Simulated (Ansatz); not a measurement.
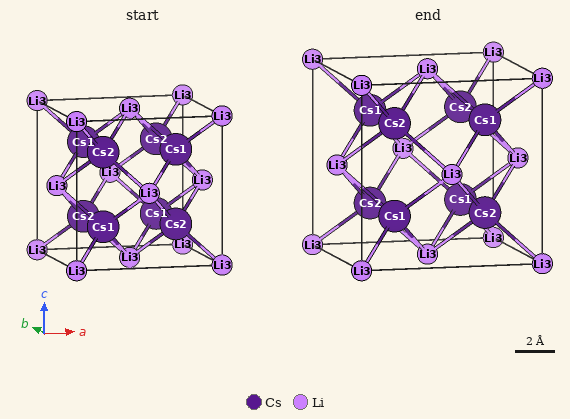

The structure of crystalline Cs₂Li (a generated structure, set up in Fm-3m) (coarse preliminary run) before (left) and after (right) a relaxation, at one scale.

Style: ball-and-stick. Shown: the conventional cell (4 times the calculation's cell), slightly off an axis. Lengths and directions refer to the drawn axes.

The calculation used Ansatz 0.2.0, DFT PBE, scalar-relativistic, plane waves, PAW. Settings: plane-wave cutoff 420 eV; k-point mesh 4 × 4 × 4; occupations gaussian; smearing width 0.1 eV; no spin polarisation; cell and atoms relaxed; force threshold 0.04 eV/Å; at most 70 steps.

> Describe what moved and what it gained.

The atoms keep their places relative to the cell (all moves are under 0.005 Å). Cell: a = b = c 7.880 → 9.795 Å (+24.3 %). Volume +92.0 %. Near-neighbour distances that change, for instance: Cs1–Li3 3.412 → 4.241 Å. The space group stays Fm-3m (No. 225). After 5 accepted moves (6 points after the start) the energy has fallen by 1.507 eV per cell of the calculation. All forces vanish by symmetry, so only the cell relaxes. The pressure goes from 6.06 to 0.29 GPa. The SCF was repeated once at an unchanged geometry on a basis and grid sized afresh for the cell, which shifted the energy by 49.7 meV per cell of the calculation at most.
